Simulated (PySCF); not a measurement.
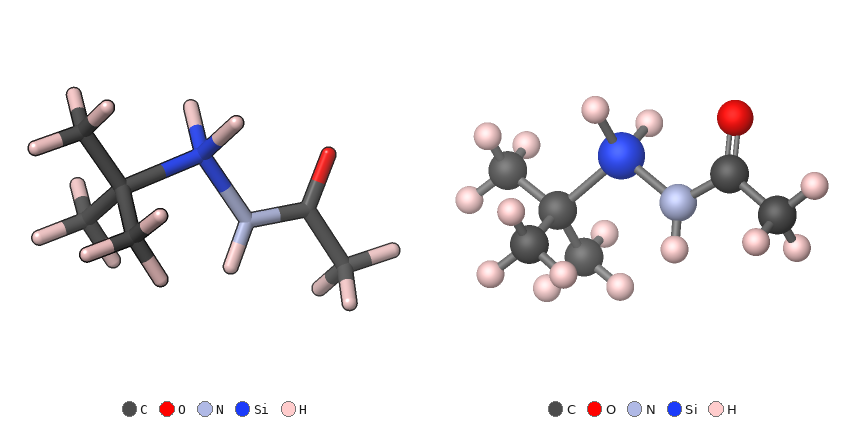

Two views of one molecule.

**Give the formula.**

C6H15NOSi, 24 atoms: 6 carbon, 15 hydrogen, 1 nitrogen, 1 oxygen and 1 silicon.

**Name some functional groups or characteristic bonds that it holds.**

Among them: amide, Si–H bond, Si–N bond.

**Give a SMILES string for it.**

CC(=O)N[SiH2]C(C)(C)C

**How many bonds of each kind are drawn?**

12 C–H, 4 C–C, 2 Si–H, 1 C–O, 1 C–N, 1 N–Si, 1 C–Si, 1 N–H.

More results for the same structure follow; atom numbers are the same in all pictures, views and colours differ. The computed structure is the end point of a PBE0-D3(BJ)/def2-SVP optimisation. No frequency run is at hand to confirm it as a minimum.

Geometry

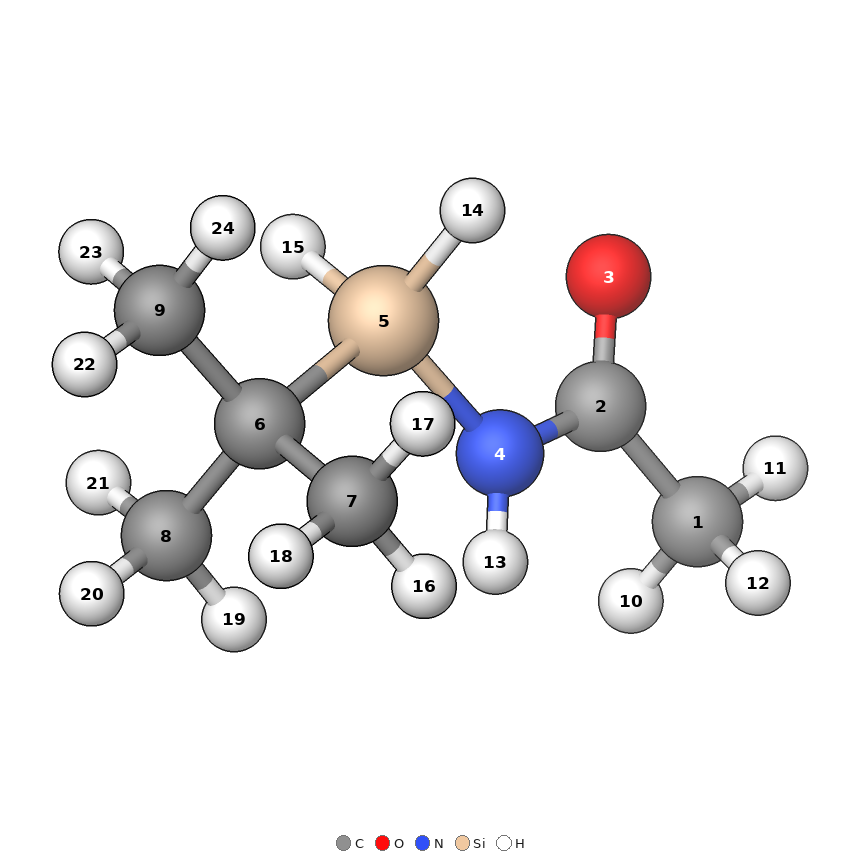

The atoms are numbered. No frequency run is at hand to confirm it as a minimum.

Which atoms are bonded, and how long are the bonds? Leave out bonds to hydrogen.

| bond | length (Å) | order |
| --- | --- | --- |
| C1–C2 | 1.510 | single |
| C2–O3 | 1.217 | double |
| C2–N4 | 1.368 | single |
| N4–Si5 | 1.776 | single |
| Si5–C6 | 1.901 | single |
| C6–C7 | 1.531 | single |
| C6–C8 | 1.531 | single |
| C6–C9 | 1.532 | single |

NMR shielding

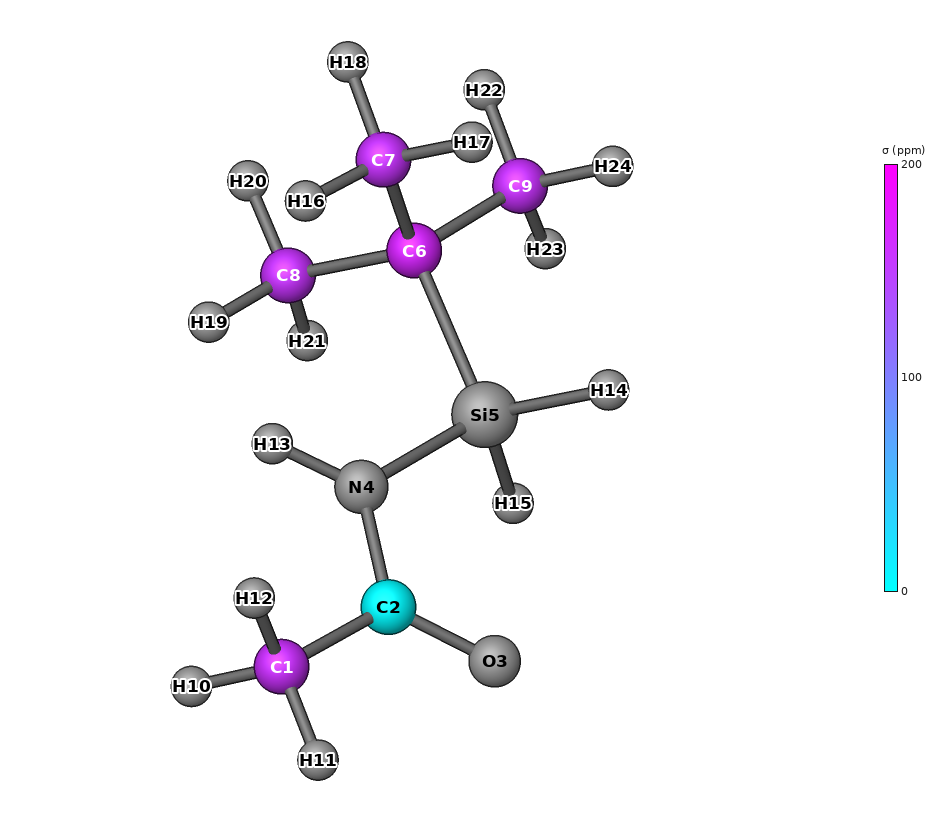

Atoms are coloured by their isotropic NMR shieldings (C only, the others grey). No frequency run is at hand to confirm it as a minimum. Properties computed with GIAO PBE0/pcSseg-1 NMR shielding, non-relativistic, IEF-PCM chloroform (PySCF 2.14.0).

**Which C atom is the most shielded (lowest chemical shift)?**

C6 (168.7 ppm).

**Which C atom is the least shielded (highest chemical shift)?**

C2 (4.0 ppm).

**How wide is the range of C shifts?**

164.7 ppm.

List the isotropic NMR shieldings of the C atoms.

```csv
atom,σ (ppm)
C1,160.2
C2,4.0
C6,168.7
C7,157.1
C8,157.2
C9,157.9
```

Electronic properties

No frequency run is at hand to confirm it as a minimum. Properties computed with CAM-B3LYP/def2-SVPD, gas phase (PySCF 2.14.0). Excitations: vertical, linear response.

Computed properties:

- dipole moment: 4.03 D
- HOMO energy (Kohn–Sham orbital): −9.00 eV
- LUMO energy (Kohn–Sham orbital): 0.83 eV
- HOMO–LUMO gap: 9.83 eV
- mean static polarisability: 110.6 bohr³
- lowest vertical singlet excitation: 5.66 eV
- its oscillator strength: 0.001
- brightest of the 10 lowest singlets: 7.26 eV
- its oscillator strength: 0.23

Core levels

No frequency run is at hand to confirm it as a minimum. Method: delta-SCF UKS SCAN, pcX-2 on the ionised atom, pcseg-1 elsewhere, spin-free X2C (PySCF 2.14.0).

Give the core-electron binding energies (to vacuum; p and d levels without spin–orbit splitting) of C1 1s, C2 1s, O3 1s, N4 1s, Si5 1s, Si5 2p, C6 1s, C7 1s.

| atom | level | binding energy (eV) |
| --- | --- | --- |
| C1 | 1s | 291.1 |
| C2 | 1s | 293.6 |
| O3 | 1s | 536.8 |
| N4 | 1s | 405.0 |
| Si5 | 1s | 1846.4 |
| Si5 | 2p | 106.8 |
| C6 | 1s | 290.2 |
| C7 | 1s | 290.6 |

Quadrupole coupling

No frequency run is at hand to confirm it as a minimum. Electric field gradients from the ground-state density, PBE0/pcSseg-1 in benzene (IEF-PCM) (PySCF 2.14.0), non-relativistic apart from any core potentials.

Give the largest field-gradient component, the quadrupole coupling constant and the asymmetry for 17O at O3 (Q = −25.6 mb), 14N at N4 (Q = 20.44 mb), 2H at H10 (Q = 2.86 mb), 2H at H11 (Q = 2.86 mb).

```tsv
atom	V_zz (a.u.)	e²qQ/h (MHz)	η
O3	−1.583	9.52	0.00
N4	−0.715	−3.43	0.46
H10	0.289	0.194	0.03
H11	0.296	0.199	0.01
```
